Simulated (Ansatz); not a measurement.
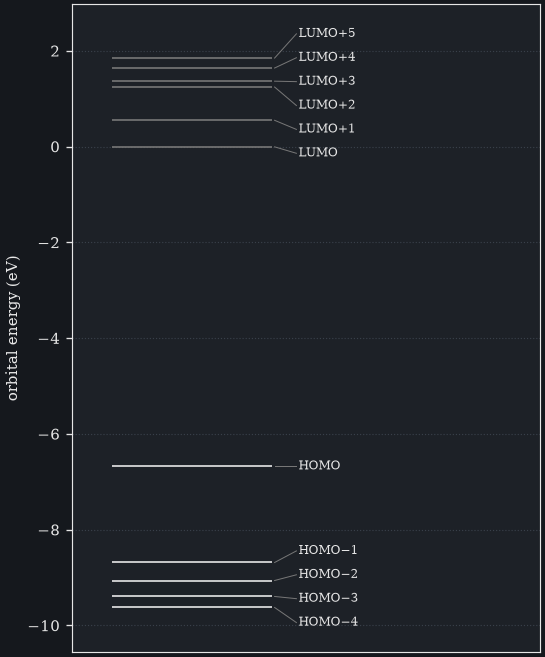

Kohn-Sham orbital energies near the frontier, PBE0/def2-TZVPP in the Ansatz code 0.2.0, at a PBE0-D4/def2-TZVP geometry (no frequency check), isolated molecule; empty levels in grey, levels within 0.03 eV side by side.

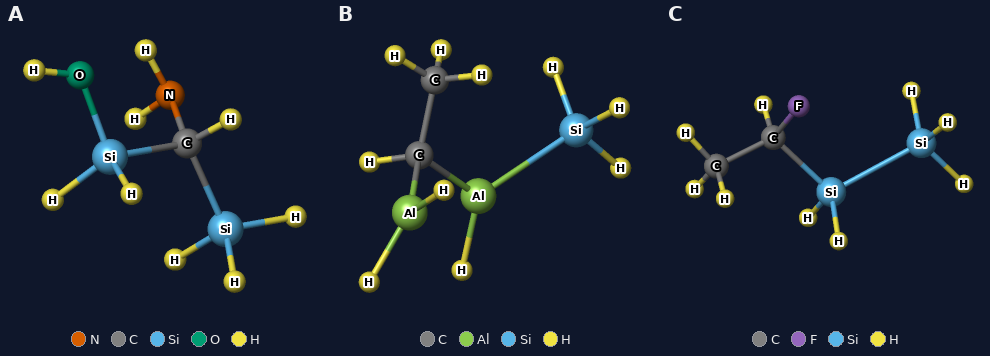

**Which molecule has this level scheme? The candidates are drawn in the second picture.**

Structure A, CH₉NOSi₂, SMILES N[C@H]([SiH3])[SiH2]O. HOMO −6.68 eV, LUMO −0.01 eV, separation 6.67 eV.

Note: one conformer of a flexible molecule; empty levels above zero depend strongly on the basis.
